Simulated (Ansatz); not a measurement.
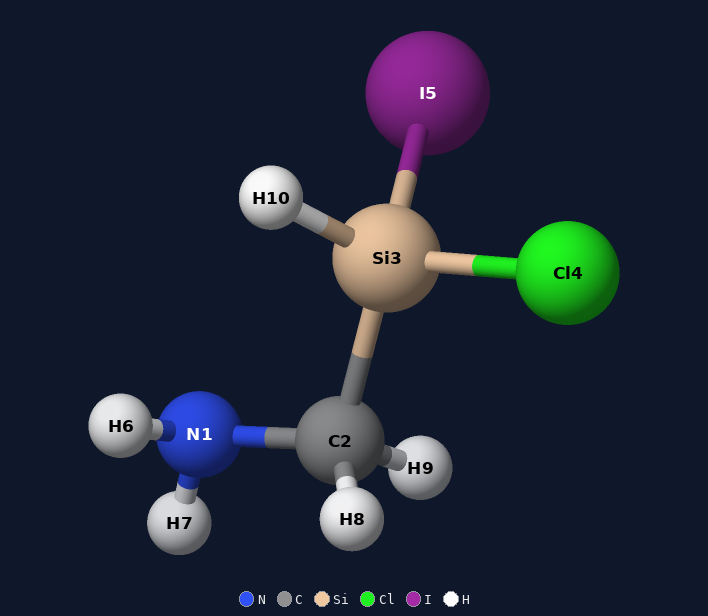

The atoms are numbered. The geometry was computed by an optimisation with PBE0-D4/def2-TZVP.

List the bonds and their lengths.

| bond | length (Å) | order |
| --- | --- | --- |
| N1–C2 | 1.454 | single |
| N1–H6 | 1.011 | single |
| N1–H7 | 1.011 | single |
| C2–Si3 | 1.873 | single |
| C2–H8 | 1.101 | single |
| C2–H9 | 1.094 | single |
| Si3–Cl4 | 2.054 | single |
| Si3–I5 | 2.429 | single |
| Si3–H10 | 1.481 | single |
